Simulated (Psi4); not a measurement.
# HSE06/def2-SVP (core potential) run of InHCl2O (SMILES [OH][In]([Cl])[Cl])

Aim: the vertical singlet–triplet gap of InHCl2O at HSE06/def2-SVP (core potential), from 2 runs. 

Program for the calculation: Psi4 1.11.

4 further runs of the same task are left out: 3 that didn't finish, 1 set aside as unsound or not needed. Runs told in other sessions of the task aren't counted.

## 1. Starting point

InHCl2O has 5 atoms, charge 0, and is taken as a singlet. As SMILES, `[OH][In]([Cl])[Cl]`. Geometry: relaxed at PBE0-D4/def2-TZVP.

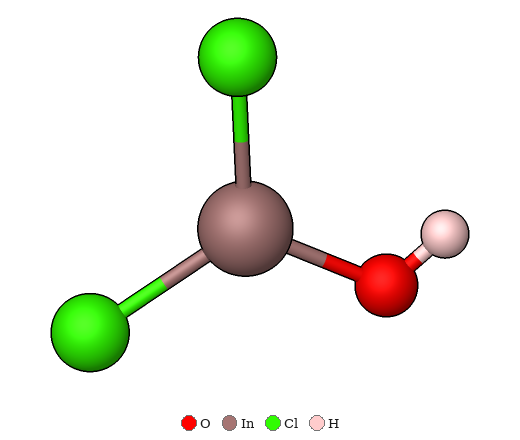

The structure, seen from a chosen angle (oxygen red, indium brown, chlorine green, hydrogen pink).

## 2. A single-point energy at HSE06/def2-SVP (core potential)

The input, input.inp:

```
memory 2.2 GB

molecule {
  O     -0.347800     1.510200    -0.137200
  In    -0.087900    -0.432900    -0.100800
  Cl     1.722600    -1.320600     1.019900
  Cl    -1.580600    -1.801600    -1.170600
  H      0.343600     1.971200     0.347200
  symmetry c1
}

set basis def2-SVP
set reference rks
set puream true
set e_convergence 1e-09
set d_convergence 1e-08
set scf_type pk
set dft_radial_points 99
set dft_spherical_points 590

energy_value, wavefunction = energy('hse06', return_wfn=True)
oeprop(wavefunction, 'WIBERG_LOWDIN_INDICES', 'QUADRUPOLE', 'MULLIKEN_CHARGES')
```

Started as:

```bash
$ psi4 -i input.inp -o input.out -n 1
```

input.out:

```text
[...]
    !!!  WARNING: ECP capability is in beta. Please check occupations closely.  !!!
[...]
  Running in c1 symmetry.
[...]
  Nuclear repulsion =  300.404504641019855
[...]
  Multiplicity = 1
[...]
  Nalpha       = 32
  Nbeta        = 32
[...]
    Number of basis functions: 81
[...]
   @RKS iter   1: -1185.54065036348402   -9.54239e-01   9.32017e-03 ADIIS/DIIS
[...]
   @RKS iter  12: -1185.77578992205440    2.16005e-11   2.44429e-09 DIIS
[...]
    Orbital Energies [Eh]
    ---------------------
    Doubly Occupied:
       1A   -101.671371     2A   -101.669180     3A    -19.207000
       4A     -9.515330     5A     -9.513028     6A     -7.252707
       7A     -7.250200     8A     -7.246318     9A     -7.245751
      10A     -7.244109    11A     -7.243626    12A     -4.755954
      13A     -3.156330    14A     -3.150282    15A     -3.147220
      16A     -0.986434    17A     -0.858003    18A     -0.854774
      19A     -0.824989    20A     -0.822386    21A     -0.814382
      22A     -0.788425    23A     -0.778931    24A     -0.491004
      25A     -0.426992    26A     -0.371132    27A     -0.346854
      28A     -0.342354    29A     -0.323723    30A     -0.320474
      31A     -0.318265    32A     -0.315779
[...]
  @RKS Final Energy: -1185.77578992205440
   => Energetics <=
    Nuclear Repulsion Energy =            300.4045046410198552
    One-Electron Energy =               -2308.9825915287333373
    Two-Electron Energy =                 885.8563963376642505
    DFT Exchange-Correlation Energy =     -63.0540993720052612
    Empirical Dispersion Energy =           0.0000000000000000
    VV10 Nonlocal Energy =                  0.0000000000000000
    Total Energy =                      -1185.7757899220544004
[...]
 Multipole Moments:
 ------------------------------------------------------------------------------------
     Multipole            Electronic (a.u.)      Nuclear  (a.u.)        Total (a.u.)
 ------------------------------------------------------------------------------------
 L = 1.  Multiply by 2.5417464519 to convert [e a0] to [Debye]
 Dipole X            :         -2.3424880            2.6672025            0.3247145
 Dipole Y            :         11.7993241          -11.3653844            0.4339397
 Dipole Z            :         -0.6997096            0.9433069            0.2435973
 Magnitude           :                                                    0.5942078
 L = 2.  Multiply by 1.3450342976 to convert [e a0^2] to [Debye ang]
 Quadrupole XX       :       -378.1022232          336.1817648          -41.9204584
 Quadrupole XY       :        -16.9248799           19.5409182            2.6160383
[...]
  Mulliken Charges: (a.u.)
   Center  Symbol    Alpha    Beta     Spin     Total
       1     O     4.23442  4.23442  0.00000 -0.46884
       2    IN    10.12104 10.12104  0.00000  0.75792
       3    CL     8.62685  8.62685  0.00000 -0.25369
       4    CL     8.61875  8.61875  0.00000 -0.23749
       5     H     0.39895  0.39895  0.00000  0.20210
   Total alpha = 32.00000, Total beta = 32.00000, Total charge =  0.00000
  Wiberg Bond Indices using Orthogonal Lowdin Orbitals:
[...]
```

It took 45 s on 1 thread of Intel Xeon Platinum 8175M at 2.50GHz (Skylake/Cascade Lake), shared host; peak memory 0.79 GiB.

## 3. The triplet: energy and forces at UHSE06/def2-SVP (core potential)

The input, input.json:

```json
{
  "schema_name": "qcschema_input",
  "schema_version": 1,
  "molecule": {
    "schema_name": "qcschema_molecule",
    "schema_version": 2,
    "symbols": ["O", "In", "Cl", "Cl", "H"],
    "geometry": [-0.65724675, 2.85386439, -0.25927042, -0.16610693, -0.81806244, -0.19048439, 3.25524222, -2.49557232, 1.92733167, -2.98690111, -3.40453059, -2.2121134, 0.6493099, 3.72502814, 0.65611291],
    "molecular_charge": 0,
    "molecular_multiplicity": 3,
    "fix_symmetry": "c1"
  },
  "driver": "gradient",
  "model": {
    "method": "hse06",
    "basis": "def2-SVP"
  },
  "keywords": {
    "reference": "uks",
    "puream": true,
    "e_convergence": 1e-09,
    "d_convergence": 1e-08,
    "scf_type": "pk",
    "dft_radial_points": 99,
    "dft_spherical_points": 590,
    "maxiter": 100,
    "scf_properties": ["MAYER_INDICES", "WIBERG_LOWDIN_INDICES", "MULLIKEN_CHARGES"]
  }
}
```

Started as:

```bash
$ psi4 --qcschema input.json -n 1 --memory 2200MB
```

stdout, shortened:

```text
[...]
  Running in c1 symmetry.
[...]
  Nuclear repulsion =  300.404504918511520
[...]
  Multiplicity = 3
[...]
  Nalpha       = 33
  Nbeta        = 31
[...]
    Number of basis functions: 81
[...]
   @UKS iter   1: -1185.29468645731072   -7.01446e-01   1.01242e-02 DIIS/ADIIS
[...]
   @UKS iter  44: -1185.60014037086444    1.93268e-11   3.43807e-09 DIIS
[...]
   @S^2 Observed:                2.008228157E+00
[...]
  @UKS Final Energy: -1185.60014037086444
   => Energetics <=
    Nuclear Repulsion Energy =            300.4045049185115204
    One-Electron Energy =               -2309.1719663012227102
    Two-Electron Energy =                 886.1994018445985830
    DFT Exchange-Correlation Energy =     -63.0320808327519941
    Empirical Dispersion Energy =           0.0000000000000000
    VV10 Nonlocal Energy =                  0.0000000000000000
    Total Energy =                      -1185.6001403708646649
  UHF NO Occupations:
  HONO-2 :   31  A 1.9972830
  HONO-1 :   32  A 1.0000000
[...]
 Multipole Moments:
 ------------------------------------------------------------------------------------
     Multipole            Electronic (a.u.)      Nuclear  (a.u.)        Total (a.u.)
 ------------------------------------------------------------------------------------
 L = 1.  Multiply by 2.5417464519 to convert [e a0] to [Debye]
 Dipole X            :         -2.4311775            2.6672026            0.2360251
 Dipole Y            :         12.6167782          -11.3653844            1.2513938
 Dipole Z            :         -0.7131420            0.9433068            0.2301648
 Magnitude           :                                                    1.2940904
[...]
  Mulliken Charges: (a.u.)
   Center  Symbol    Alpha    Beta     Spin     Total
       1     O     4.45535  3.72416  0.73118 -0.17951
       2    IN    10.60576 10.00498  0.60078  0.38926
       3    CL     8.76778  8.43943  0.32835 -0.20721
[...]
  -Total Gradient:
     Atom            X                  Y                   Z
    ------   -----------------  -----------------  -----------------
       1        0.024428980464    -0.080441374374     0.010305342188
       2       -0.005568295355     0.043985189906    -0.000817828029
       3       -0.040205651813     0.019685127032    -0.024869534139
       4        0.034472224034     0.030839110262     0.024756922254
       5       -0.013133553027    -0.014053061095    -0.009377704353
[...]
```

The result, in JSON:

```text
{
 "driver": "gradient",
 "model": {
  "method": "hse06",
  "basis": "def2-SVP"
 },
 "success": true,
 "return_result": [0.024428980463927996, -0.0804413743742185, 0.010305342187994782, -0.005568295354796622, 0.043985189905767524, -0.0008178280288887031, -0.04020565181340888, 0.019685127031806738, -0.024869534138645018, 0.03447222403401848, 0.030839110261995886, 0.024756922253772726, -0.013133553026883793, -0.014053061094667252, -0.009377704353028593],
 "properties": {
  "calcinfo_nbasis": 81,
  "calcinfo_nmo": 81,
  "calcinfo_nalpha": 33,
  "calcinfo_nbeta": 31,
  "calcinfo_natom": 5,
  "nuclear_repulsion_energy": 300.4045049185115,
  "return_energy": -1185.6001403708644,
  "return_gradient": [0.024428980463927996, -0.0804413743742185, 0.010305342187994782, -0.005568295354796622, 0.043985189905767524, -0.0008178280288887031, -0.04020565181340888, 0.019685127031806738, -0.024869534138645018, 0.03447222403401848, 0.030839110261995886, 0.024756922253772726, -0.013133553026883793, -0.014053061094667252, -0.009377704353028593],
  "scf_one_electron_energy": -2309.1719663012227,
  "scf_two_electron_energy": 886.1994018445986,
  "scf_xc_energy": -63.032080832751994,
  "scf_dipole_moment": [0.23602510081503514, 1.2513937768843224, 0.23016478604246993],
  "scf_total_energy": -1185.6001403708644,
  "scf_total_gradient": [0.024428980463927996, -0.0804413743742185, 0.010305342187994782, -0.005568295354796622, 0.043985189905767524, -0.0008178280288887031, -0.04020565181340888, 0.019685127031806738, -0.024869534138645018, 0.03447222403401848, 0.030839110261995886, 0.024756922253772726, -0.013133553026883793, -0.014053061094667252, -0.009377704353028593],
  "scf_iterations": 44
 }
}
```

Wall time 3.1 min (1 thread of Intel Xeon Platinum 8175M at 2.50GHz (Skylake/Cascade Lake), shared host); peak memory 0.79 GiB.

## 4. Summary of results

At HSE06/def2-SVP (core potential):

| quantity | value |
| --- | --- |
| singlet: total energy | -1185.77579 Eh |
| singlet: dipole moment | 1.51 D |
| singlet: HOMO energy | -8.59 eV |
| singlet: LUMO energy | -2.80 eV |
| singlet: HOMO–LUMO gap | 5.79 eV |
| triplet: total energy | -1185.60014 Eh |
| triplet: dipole moment | 3.29 D |
| triplet: HOMO energy (highest over α and β) | -3.92 eV |
| triplet: ⟨S²⟩ | 2.008 |
| triplet: largest force on an atom | 4.355 eV/Å |
| vertical energy of the triplet above the singlet | 4.780 eV |

At this shape the triplet lies 4.78 eV (461 kJ/mol) above the singlet.
